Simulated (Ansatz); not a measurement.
**Nudged elastic band, with input and output: SiHClF2**

- system: SiHClF2
- method: RKS PBE/def2-SVP (Ansatz 0.2.0)

One setting was made poor on purpose. It belongs to a series of runs on one base structure; here: an input spoilt on purpose.

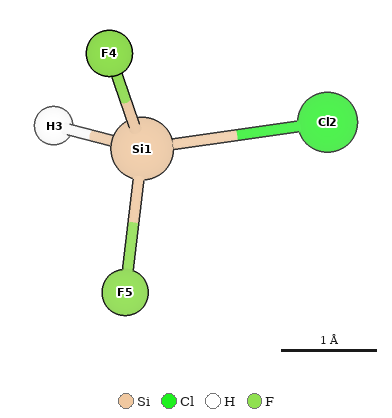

**Figure 1.** The input geometry (ball-and-stick view, seen at a tilt; atoms are numbered from 1 in the order of the input).

Outcome

- outcome: refused by the program
- hardware: 1 thread of AMD EPYC (Zen 3), 192 GiB of memory available, shared host

Diagnosis

The program refused the input: “YAML parse error: error: line 35 column 3: unknown field `n_images`, expected one of images, spring, climbing, order_check, relax_end_points, f_tol, exx_force_gate, max_iterations, max_displacement, density_extrapolation, optimiser, initial_path, freeze_fraction, magnetization_jump, magnetization_bend, …” A deliberately poor setting: bad input.

Input file
```yaml
crystal:
  periodic: [false, false, false]
  atoms:
    - { symbol: Si, position_ang: [0.316586, 0.0, 0.106818] }
    - { symbol: Cl, position_ang: [0.642906, 0.0, 2.127697] }
    - { symbol: H, position_ang: [1.587334, 0.0, -0.657394] }
    - { symbol: F, position_ang: [-0.558713, 1.305681, -0.282861] }
    - { symbol: F, position_ang: [-0.558713, -1.305681, -0.282861] }
basis:
  gaussian: { orbitals: def2-SVP }
hamiltonian:
  xc: pbe
neb:
  order_check: false
  images: 7
  f_tol: 0.05
  max_iterations: 8
  final_atoms:
    - { symbol: Si, position_ang: [-0.32620526, 0.00015324, -0.85719909] }
    - { symbol: Cl, position_ang: [1.5716003, 0.00019439, 1.6050584] }
    - { symbol: H, position_ang: [2.57638672, -0.00028839, 0.78226319] }
    - { symbol: F, position_ang: [-1.19628706, 1.26646136, -0.25911808] }
    - { symbol: F, position_ang: [-1.19609469, -1.26652061, -0.25960542] }
  initial_path:
    images:
      - { positions_ang: [[0.316586, 0.0, 0.106818], [0.642906, 0.0, 2.127697], [1.587334, 0.0, -0.657394], [-0.558713, 1.305681, -0.282861], [-0.558713, -1.305681, -0.282861]] }
      - { positions_ang: [[0.23747741, 0.0, 0.08005991], [0.79967656, 0.0, 2.08410716], [1.60449123, 0.0, -0.46333891], [-0.6061226, 1.30361075, -0.34471458], [-0.6061226, -1.30361075, -0.34471458]] }
      - { positions_ang: [[0.15836882, 0.0, 0.05330183], [0.95644713, 0.0, 2.04051733], [1.62164846, 0.0, -0.26928383], [-0.6535322, 1.3015405, -0.40656816], [-0.6535322, -1.3015405, -0.40656816]] }
      - { positions_ang: [[0.07926023, 0.0, 0.02654374], [1.11321769, 0.0, 1.99692749], [1.63880569, 0.0, -0.07522874], [-0.70094181, 1.29947025, -0.46842175], [-0.70094181, -1.29947025, -0.46842175]] }
      - { positions_ang: [[0.00015164, 0.0, -0.00021435], [1.26998826, 0.0, 1.95333766], [1.65596291, 0.0, 0.11882634], [-0.74835141, 1.2974, -0.53027533], [-0.74835141, -1.2974, -0.53027533]] }
      - { positions_ang: [[-0.08143758, 3.831e-05, -0.21446053], [1.34539127, 4.86e-05, 1.86626784], [1.88606886, -7.21e-05, 0.28468555], [-0.86033532, 1.28966534, -0.46248601], [-0.86028723, -1.28968015, -0.46260785]] }
      - { positions_ang: [[-0.16302681, 7.662e-05, -0.42870672], [1.42079428, 9.72e-05, 1.77919803], [2.11617482, -0.00014419, 0.45054477], [-0.97231923, 1.28193068, -0.3946967], [-0.97222305, -1.2819603, -0.39494038]] }
      - { positions_ang: [[-0.24461604, 0.00011493, -0.6429529], [1.49619729, 0.00014579, 1.69212821], [2.34628077, -0.00021629, 0.61640398], [-1.08430315, 1.27419602, -0.32690739], [-1.08415887, -1.27424046, -0.3272729]] }
      - { positions_ang: [[-0.32620526, 0.00015324, -0.85719909], [1.5716003, 0.00019439, 1.6050584], [2.57638672, -0.00028839, 0.78226319], [-1.19628706, 1.26646136, -0.25911808], [-1.19609469, -1.26652061, -0.25960542]] }
  n_images: 5
```

Launch command:
```bash
ansatz run input.yaml --threads 1 --pin off --max-ram 2048MiB --backend cpu --events-out ev --progress --plain --runs-dir out
```

Log
```
Error: YAML parse error: error: line 35 column 3: unknown field `n_images`, expected one of images, spring, climbing, order_check, relax_end_points, f_tol, exx_force_gate, max_iterations, max_displacement, density_extrapolation, optimiser, initial_path, freeze_fraction, magnetization_jump, magnetization_bend, levels_near_fermi, parallel_images, constraints, final_atoms
  --> <input>:35:3
   |
33 |       - { positions_ang: [[-0.24461604, 0.00011493, -0.6429529], [1…
34 |       - { positions_ang: [[-0.32620526, 0.00015324, -0.85719909], […
35 |   n_images: 5
   |   ^ unknown field `n_images`, expected one of images, spring, climbing, order_check, relax_end_points, f_tol, exx_force_gate, max_iterations, max_displacement, density_extrapolation, optimiser, initial_path, freeze_fraction, magnetization_jump, magnetization_bend, levels_near_fermi, parallel_images, constraints, final_atoms
```
